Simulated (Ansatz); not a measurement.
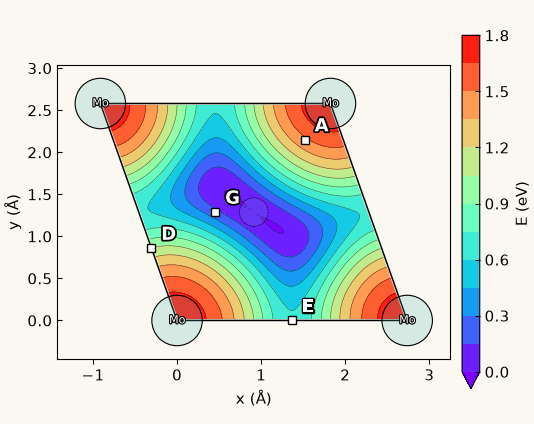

S on a Mo(110) slab cut from the Im-3m phase, its upper half relaxed before the scan (12 atoms of substrate and one adsorbate in a 2 × 2 cell). S is moved over the surface cell; relaxed at each place: the height of the adsorbate's atoms; substrate rigid; the origin of the map has the adsorbate above Mo9. Places are given modulo a cell vector. The map is drawn in real space over the plane of the surface. Grid: 6 × 6 points; 13 points were computed and 23 follow by symmetry. Places are given in fractions of the 1 × 1 surface cell. Energies are in eV, from the lowest grid point. Computed with Ansatz 0.2.0, DFT PBE, scalar-relativistic, plane waves, PAW. Settings: cutoff 420 eV, k-mesh 5×5×1, gaussian smearing 0.1 eV, no spin polarisation.

Drawn: filled contours, labelled circles for the atoms of the top layer and small ones for the second layer, the outline of one cell of the plane, lettered points. Between grid points the surface is interpolated.

Q: Is D the lowest point of the computed grid?

A: No. D lies 1.05 eV above the lowest grid point, which is at a bridge site between two Mo atoms, over a second-layer Mo atom, (3/6, 3/6) of the cell vectors.

Q: What kind of point is each of A, D, E: minimum, saddle, maximum or slope?

A: A: on a slope; D: on a slope; E: saddle point. (In these two coordinates alone; a stationary point may lie a little off the grid point.)

PAW datasets: the set soft_1.
